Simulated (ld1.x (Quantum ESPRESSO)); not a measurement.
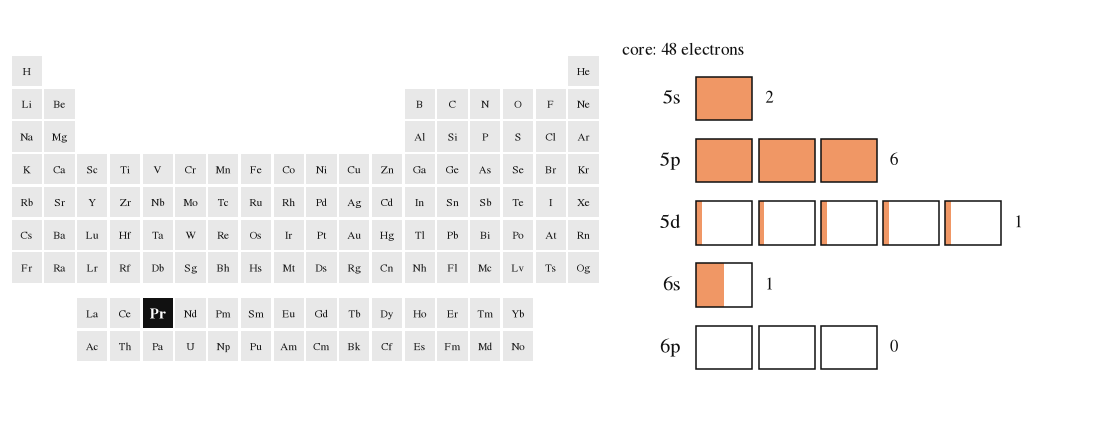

Figure 1. Left, the place of praseodymium in the periodic table; right, the valence shells of the reference configuration: a box for each of the 2l + 1 orbitals, shaded by the share of the shell that is filled, with the electron count at the right. The shells are those of the unaltered input.

**Pseudopotential generation for Pr**

- system: praseodymium (Pr, Z = 59), core [Kr] 4d10 4f2, reference valence 5s2 5p6 5d1 6s1 6p0 (an ion of charge +1), valence charge 11. (This line and the method describe the unaltered input from which the odd one was made.)
- method: TM potential, BLYP, fully relativistic, made with ld1.x (Quantum ESPRESSO) 7.5

The input:
```
 &input
   title='Pr', zed=59., rel=2, dft='BLYP', iswitch=3, tr2=1e-8,
   config='[Xe] 4f2 5d1 6s1 6p0', rel_dist='average',
   nld=5, rlderiv=3.10, eminld=-6.0, emaxld=5.0, deld=0.02
 /
 &inputp
   pseudotype=2, tm=.true., lloc=-2, rcloc=2.65,
   nlcc=.true., rcore=2.20,
   file_pseudopw='Pr.UPF', file_wfcaegen='ae.wfc', file_wfcncgen='nc.wfc', file_beta='beta', file_chi='chi'
 /
3
5S  1  0   2.00   0.00  2.30  2.30  0.0
5P  2  1   6.00   0.00  2.85  2.85  0.0
5D  3  2   1.00   0.00  2.35  2.35  0.0
 &test
   configts(1)='5s2 5p6 5d1 6s1 6p0'
 /
```

Launched with:
```bash
ld1.x < Pr.in > Pr.out
```

The program's output:
```
     Program LD1 v.7.5
     --------------------------- All-electron run ----------------------------

     Pr
     dirac relativistic calculation

     atomic number is 59.00
     dft =BLYP   lsd =0 sic =0 latt =0  beta=0.20 tr2=1.0E-08
     Exchange-correlation= BLYP
                           (   1   3   1   3   0   0   0)
     mesh =1255 r(mesh) =  99.23220 a.u. xmin = -7.00 dx = 0.01250
     1 Ry =  13.60569312 eV, c = 137.03599908

     n l j   nl                  e(Ry)          e(Ha)          e(eV)
     Spin orbit split results
     1 0 0.5 1S 1( 2.00)     -3072.0199     -1536.0100    -41796.9602
     2 0 0.5 2S 1( 2.00)      -494.7599      -247.3799     -6731.5507
     2 1 0.5 2P 1( 2.00)      -467.6509      -233.8254     -6362.7142
     2 1 1.5 2P 1( 4.00)      -432.1949      -216.0975     -5880.3114
     3 0 0.5 3S 1( 2.00)      -107.4954       -53.7477     -1462.5491
     3 1 0.5 3P 1( 2.00)       -95.9688       -47.9844     -1305.7221
     3 1 1.5 3P 1( 4.00)       -88.9474       -44.4737     -1210.1915
     4 0 0.5 4S 1( 2.00)       -22.0932       -11.0466      -300.5939
     4 1 0.5 4P 1( 2.00)       -17.7762        -8.8881      -241.8578
     4 1 1.5 4P 1( 4.00)       -16.2534        -8.1267      -221.1389
     3 2 1.5 3D 1( 4.00)       -68.8306       -34.4153      -936.4879
     3 2 2.5 3D 1( 6.00)       -67.3176       -33.6588      -915.9028
     5 0 0.5 5S 1( 2.00)        -3.5209        -1.7605       -47.9048
     5 1 0.5 5P 1( 2.00)        -2.3380        -1.1690       -31.8102
     5 1 1.5 5P 1( 4.00)        -2.1165        -1.0583       -28.7967
     4 2 1.5 4D 1( 4.00)        -9.1598        -4.5799      -124.6252
     4 2 2.5 4D 1( 6.00)        -8.8911        -4.4455      -120.9689
     4 3 2.5 4F 1( 0.86)        -0.8985        -0.4492       -12.2246
     4 3 3.5 4F 1( 1.14)        -0.8697        -0.4348       -11.8324
     5 2 1.5 5D 1( 0.40)        -0.6315        -0.3157        -8.5918
     5 2 2.5 5D 1( 0.60)        -0.6138        -0.3069        -8.3509
     6 0 0.5 6S 1( 1.00)        -0.6335        -0.3167        -8.6188
     6 1 0.5 6P 1( 0.00)        -0.4188        -0.2094        -5.6987
     6 1 1.5 6P 1( 0.00)        -0.3959        -0.1979        -5.3862
     Averaged results
     1 0     1S 1( 2.00)     -3072.0199     -1536.0100    -41796.9602
     2 0     2S 1( 2.00)      -494.7599      -247.3799     -6731.5507
     2 1     2P 1( 6.00)      -444.0136      -222.0068     -6041.1123
     3 0     3S 1( 2.00)      -107.4954       -53.7477     -1462.5491
     3 1     3P 1( 6.00)       -91.2879       -45.6439     -1242.0350
     4 0     4S 1( 2.00)       -22.0932       -11.0466      -300.5939
     4 1     4P 1( 6.00)       -16.7610        -8.3805      -228.0452
     3 2     3D 1(10.00)       -67.9228       -33.9614      -924.1368
     5 0     5S 1( 2.00)        -3.5209        -1.7605       -47.9048
     5 1     5P 1( 6.00)        -2.1903        -1.0952       -29.8012
     4 2     4D 1(10.00)        -8.9985        -4.4993      -122.4314
     4 3     4F 1( 2.00)        -0.8820        -0.4410       -12.0005
     5 2     5D 1( 1.00)        -0.6209        -0.3104        -8.4473
     6 0     6S 1( 1.00)        -0.6335        -0.3167        -8.6188
     6 1     6P 1( 0.00)        -0.4035        -0.2018        -5.4903

     final scf error:  4.2E-09 reached in  16 iterations

     Etot =  -18486.231578 Ry,   -9243.115789 Ha, -251517.993846 eV

     Ekin =   19886.920491 Ry,    9943.460245 Ha,  270575.337360 eV
     Encl =  -45059.301159 Ry,  -22529.650580 Ha, -613063.023908 eV
     Eh   =    7120.106820 Ry,    3560.053410 Ha,   96873.988397 eV
     Exc  =    -433.957730 Ry,    -216.978865 Ha,   -5904.295696 eV

     normalization and overlap integrals

     s(1S/1S) =  1.000000  <r> =   0.0241  <r2> =    0.0008  r(max) =   0.0153
     s(2S/2S) =  1.000000  <r> =   0.1026  <r2> =    0.0125  r(max) =   0.0872
     s(2P/2P) =  1.000000  <r> =   0.0860  <r2> =    0.0091  r(max) =   0.0670
     s(2P/2P) =  1.000000  <r> =   0.0924  <r2> =    0.0104  r(max) =   0.0723
     s(3S/3S) =  1.000000  <r> =   0.2720  <r2> =    0.0847  r(max) =   0.2491
     s(3P/3P) =  1.000000  <r> =   0.2618  <r2> =    0.0796  r(max) =   0.2369
     s(3P/3P) =  1.000000  <r> =   0.2741  <r2> =    0.0871  r(max) =   0.2491
     s(4S/4S) =  1.000000  <r> =   0.6214  <r2> =    0.4358  r(max) =   0.5755
     s(4P/4P) =  1.000000  <r> =   0.6387  <r2> =    0.4641  r(max) =   0.5901
     s(4P/4P) =  1.000000  <r> =   0.6664  <r2> =    0.5049  r(max) =   0.6126
     s(3D/3D) =  1.000000  <r> =   0.2453  <r2> =    0.0710  r(max) =   0.1989
     s(3D/3D) =  1.000000  <r> =   0.2491  <r2> =    0.0731  r(max) =   0.2014
     s(5S/5S) =  1.000000  <r> =   1.4805  <r2> =    2.4635  r(max) =   1.3297
     s(5P/5P) =  1.000000  <r> =   1.6607  <r2> =    3.1252  r(max) =   1.4513
     s(5P/5P) =  1.000000  <r> =   1.7448  <r2> =    3.4514  r(max) =   1.5257
     s(4D/4D) =  1.000000  <r> =   0.7175  <r2> =    0.5972  r(max) =   0.6281
     s(4D/4D) =  1.000000  <r> =   0.7273  <r2> =    0.6135  r(max) =   0.6360
     s(4F/4F) =  1.000000  <r> =   1.0369  <r2> =    1.4150  r(max) =   0.6770
     s(4F/4F) =  1.000000  <r> =   1.0486  <r2> =    1.4503  r(max) =   0.6770
     s(5D/5D) =  1.000000  <r> =   2.6699  <r2> =    8.4067  r(max) =   2.0854
     s(5D/5D) =  1.000000  <r> =   2.7219  <r2> =    8.7381  r(max) =   2.1116
     s(6S/6S) =  1.000000  <r> =   3.9166  <r2> =   17.2059  r(max) =   3.4815
     s(6P/6P) =  1.000000  <r> =   4.7906  <r2> =   25.8139  r(max) =   4.1995
     s(6P/6P) =  1.000000  <r> =   4.9959  <r2> =   28.0493  r(max) =   4.4148

     ------------------------ End of All-electron run ------------------------

     --------------------- Generating NC pseudopotential ---------------------

      Generating local potential from pseudized AE potential:
      Matching radius rcloc =   2.6500
      Enforcing V''(0)=0 (lloc=-2)

      Local pseudo, rcloc= 2.644 Estimated cut-off energy=     4.57 Ry

      Computing core charge for nlcc:

       r > 2.22 : true rho core
       r < 2.22 : rho core = a sin(br)/r    a=   0.14  b=   0.97

      Integrated core pseudo-charge :   1.33

     Fully relativistic calculation: |psi|^2

     Wfc 5S LC norm =  0.99977841 SC norm =  0.00022153 missing  0.00000006

     Wfc 5P LC norm =  0.99982338 SC norm =  0.00017653 missing  0.00000009

     Wfc 5P LC norm =  0.99983902 SC norm =  0.00016060 missing  0.00000038

     Wfc 5D LC norm =  0.99993031 SC norm =  0.00006965 missing  0.00000004

     Wfc 5D LC norm =  0.99993298 SC norm =  0.00006335 missing  0.00000368

      Wfc   5S  rcut= 2.276  Using Troullier-Martins method

      Wfc   5P  rcut= 2.850  Using Troullier-Martins method

      Wfc   5P  rcut= 2.850  Using Troullier-Martins method

      Wfc   5D  rcut= 2.334  Using Troullier-Martins method

      Wfc   5D  rcut= 2.334  Using Troullier-Martins method

     ------------------- End of pseudopotential generation -------------------

     --------------------------- All-electron run ----------------------------

     Pr
     dirac relativistic calculation

     atomic number is 59.00
     dft =BLYP   lsd =0 sic =0 latt =0  beta=0.20 tr2=1.0E-08
     Exchange-correlation= BLYP
                           (   1   3   1   3   0   0   0)
     mesh =1255 r(mesh) =  99.23220 a.u. xmin = -7.00 dx = 0.01250
     1 Ry =  13.60569312 eV, c = 137.03599908

     n l j   nl                  e(Ry)          e(Ha)          e(eV)
     Spin orbit split results
     1 0 0.5 1S 1( 2.00)     -3072.0199     -1536.0100    -41796.9602
     2 0 0.5 2S 1( 2.00)      -494.7599      -247.3799     -6731.5507
     2 1 0.5 2P 1( 2.00)      -467.6509      -233.8254     -6362.7142
     2 1 1.5 2P 1( 4.00)      -432.1949      -216.0975     -5880.3114
     3 0 0.5 3S 1( 2.00)      -107.4954       -53.7477     -1462.5491
     3 1 0.5 3P 1( 2.00)       -95.9688       -47.9844     -1305.7221
     3 1 1.5 3P 1( 4.00)       -88.9474       -44.4737     -1210.1915
     4 0 0.5 4S 1( 2.00)       -22.0932       -11.0466      -300.5939
     4 1 0.5 4P 1( 2.00)       -17.7762        -8.8881      -241.8578
     4 1 1.5 4P 1( 4.00)       -16.2534        -8.1267      -221.1389
     3 2 1.5 3D 1( 4.00)       -68.8306       -34.4153      -936.4879
     3 2 2.5 3D 1( 6.00)       -67.3176       -33.6588      -915.9028
     5 0 0.5 5S 1( 2.00)        -3.5209        -1.7605       -47.9048
     5 1 0.5 5P 1( 2.00)        -2.3380        -1.1690       -31.8102
     5 1 1.5 5P 1( 4.00)        -2.1165        -1.0583       -28.7967
     4 2 1.5 4D 1( 4.00)        -9.1598        -4.5799      -124.6252
     4 2 2.5 4D 1( 6.00)        -8.8911        -4.4455      -120.9689
     4 3 2.5 4F 1( 0.86)        -0.8985        -0.4492       -12.2246
     4 3 3.5 4F 1( 1.14)        -0.8697        -0.4348       -11.8324
     5 2 1.5 5D 1( 0.40)        -0.6315        -0.3157        -8.5918
     5 2 2.5 5D 1( 0.60)        -0.6138        -0.3069        -8.3509
     6 0 0.5 6S 1( 1.00)        -0.6335        -0.3167        -8.6188
     6 1 0.5 6P 1( 0.00)        -0.4188        -0.2094        -5.6987
     6 1 1.5 6P 1( 0.00)        -0.3959        -0.1979        -5.3862
     Averaged results
     1 0     1S 1( 2.00)     -3072.0199     -1536.0100    -41796.9602
     2 0     2S 1( 2.00)      -494.7599      -247.3799     -6731.5507
     2 1     2P 1( 6.00)      -444.0136      -222.0068     -6041.1123
     3 0     3S 1( 2.00)      -107.4954       -53.7477     -1462.5491
     3 1     3P 1( 6.00)       -91.2879       -45.6439     -1242.0350
     4 0     4S 1( 2.00)       -22.0932       -11.0466      -300.5939
     4 1     4P 1( 6.00)       -16.7610        -8.3805      -228.0452
     3 2     3D 1(10.00)       -67.9228       -33.9614      -924.1368
     5 0     5S 1( 2.00)        -3.5209        -1.7605       -47.9048
     5 1     5P 1( 6.00)        -2.1903        -1.0952       -29.8012
     4 2     4D 1(10.00)        -8.9985        -4.4993      -122.4314
     4 3     4F 1( 2.00)        -0.8820        -0.4410       -12.0005
     5 2     5D 1( 1.00)        -0.6209        -0.3104        -8.4473
     6 0     6S 1( 1.00)        -0.6335        -0.3167        -8.6188
     6 1     6P 1( 0.00)        -0.4035        -0.2018        -5.4903

     final scf error:  4.2E-09 reached in  16 iterations

     Etot =  -18486.231578 Ry,   -9243.115789 Ha, -251517.993846 eV

     Ekin =   19886.920491 Ry,    9943.460245 Ha,  270575.337360 eV
     Encl =  -45059.301159 Ry,  -22529.650580 Ha, -613063.023908 eV
     Eh   =    7120.106820 Ry,    3560.053410 Ha,   96873.988397 eV
     Exc  =    -433.957730 Ry,    -216.978865 Ha,   -5904.295696 eV

     normalization and overlap integrals

     s(1S/1S) =  1.000000  <r> =   0.0241  <r2> =    0.0008  r(max) =   0.0153
     s(2S/2S) =  1.000000  <r> =   0.1026  <r2> =    0.0125  r(max) =   0.0872
     s(2P/2P) =  1.000000  <r> =   0.0860  <r2> =    0.0091  r(max) =   0.0670
     s(2P/2P) =  1.000000  <r> =   0.0924  <r2> =    0.0104  r(max) =   0.0723
     s(3S/3S) =  1.000000  <r> =   0.2720  <r2> =    0.0847  r(max) =   0.2491
     s(3P/3P) =  1.000000  <r> =   0.2618  <r2> =    0.0796  r(max) =   0.2369
     s(3P/3P) =  1.000000  <r> =   0.2741  <r2> =    0.0871  r(max) =   0.2491
     s(4S/4S) =  1.000000  <r> =   0.6214  <r2> =    0.4358  r(max) =   0.5755
     s(4P/4P) =  1.000000  <r> =   0.6387  <r2> =    0.4641  r(max) =   0.5901
     s(4P/4P) =  1.000000  <r> =   0.6664  <r2> =    0.5049  r(max) =   0.6126
     s(3D/3D) =  1.000000  <r> =   0.2453  <r2> =    0.0710  r(max) =   0.1989
     s(3D/3D) =  1.000000  <r> =   0.2491  <r2> =    0.0731  r(max) =   0.2014
     s(5S/5S) =  1.000000  <r> =   1.4805  <r2> =    2.4635  r(max) =   1.3297
     s(5P/5P) =  1.000000  <r> =   1.6607  <r2> =    3.1252  r(max) =   1.4513
     s(5P/5P) =  1.000000  <r> =   1.7448  <r2> =    3.4514  r(max) =   1.5257
     s(4D/4D) =  1.000000  <r> =   0.7175  <r2> =    0.5972  r(max) =   0.6281
     s(4D/4D) =  1.000000  <r> =   0.7273  <r2> =    0.6135  r(max) =   0.6360
     s(4F/4F) =  1.000000  <r> =   1.0369  <r2> =    1.4150  r(max) =   0.6770
     s(4F/4F) =  1.000000  <r> =   1.0486  <r2> =    1.4503  r(max) =   0.6770
     s(5D/5D) =  1.000000  <r> =   2.6699  <r2> =    8.4067  r(max) =   2.0854
     s(5D/5D) =  1.000000  <r> =   2.7219  <r2> =    8.7381  r(max) =   2.1116
     s(6S/6S) =  1.000000  <r> =   3.9166  <r2> =   17.2059  r(max) =   3.4815
     s(6P/6P) =  1.000000  <r> =   4.7906  <r2> =   25.8139  r(max) =   4.1995
     s(6P/6P) =  1.000000  <r> =   4.9959  <r2> =   28.0493  r(max) =   4.4148

     ------------------------ End of All-electron run ------------------------

     Computing logarithmic derivative in   3.09173
     Computing logarithmic derivative in   3.09173
     Computing the partial wave expansion
     R is outside the sphere for l=    0 j= 0.50
     R is outside the sphere for l=    1 j= 0.50
     R is outside the sphere for l=    1 j= 1.50
     R is outside the sphere for l=    2 j= 1.50
     R is outside the sphere for l=    2 j= 2.50

     ---------------------- Testing the pseudopotential ----------------------

     Pr
     dirac relativistic calculation

     atomic number is 59.00   valence charge is 11.00
     dft =BLYP   lsd =0 sic =0 latt =0  beta=0.20 tr2=1.0E-08
     mesh =1255 r(mesh) =  99.23220 xmin = -7.00 dx = 0.01250

     n l  j  nl             e AE (Ry)       e PS (Ry)    De AE-PS (Ry)
     1 0 0.5 5S   1( 2.00)       -3.52094       -3.52087       -0.00007
     2 1 0.5 5P   1( 2.00)       -2.33801       -2.33794       -0.00006
     2 1 1.5 5P   1( 4.00)       -2.11652       -2.11646       -0.00006
     3 2 1.5 5D   1( 0.40)       -0.63149       -0.63144       -0.00004
     3 2 2.5 5D   1( 0.60)       -0.61378       -0.61375       -0.00003
     2 0 0.5 6S   1( 1.00)       -0.63347       -0.66382        0.03035  !
     3 1 0.5 6P   1( 0.00)       -0.41885       -0.41737       -0.00148
     3 1 1.5 6P   1( 0.00)       -0.39588       -0.39629        0.00041

     eps = 8.3E-09  iter =  7

     Etot =  -18486.231578 Ry,   -9243.115789 Ha, -251517.993846 eV
     Etotps =   -67.234768 Ry,     -33.617384 Ha,    -914.775621 eV

     Ekin =      16.129373 Ry,       8.064686 Ha,     219.451297 eV
     Encl =    -112.427014 Ry,     -56.213507 Ha,   -1529.647453 eV
     Ehrt =      47.612028 Ry,      23.806014 Ha,     647.794637 eV
     Ecxc =      -8.883038 Ry,      -4.441519 Ha,    -120.859887 eV
     (Ecc =      -0.339011 Ry,      -0.169505 Ha,      -4.612476 eV)
     Epseu=      -9.666116 Ry,      -4.833058 Ha,    -131.514215 eV

     ---------------------- End of pseudopotential test ----------------------
```

Outcome:

- outcome: generated; the pseudo-atom misses its reference levels by up to 0.41 eV (6s, which has no pseudo-wave of its own)
- reference test: the pseudo-atom misses its own reference levels by up to 0.41 eV
- hardware: 1 CPU thread, shared host
- wall time: 0.9 s

What is odd here:

The input is odd on purpose: threshold tr2=1e-8. The program ran to the end. The all-electron total energy moves by −0.00046 Ry against the unaltered input (−18486.2311 Ry), a numerical error of the setting. The pseudo-atom misses the all-electron 6s level by 0.030 Ry, much as with the unaltered input. No test for ghost states or cutoffs was run on this potential, so its soundness isn't shown. The open f shell is frozen into the core, so the potential fits one valence alone and carries no f magnetism.
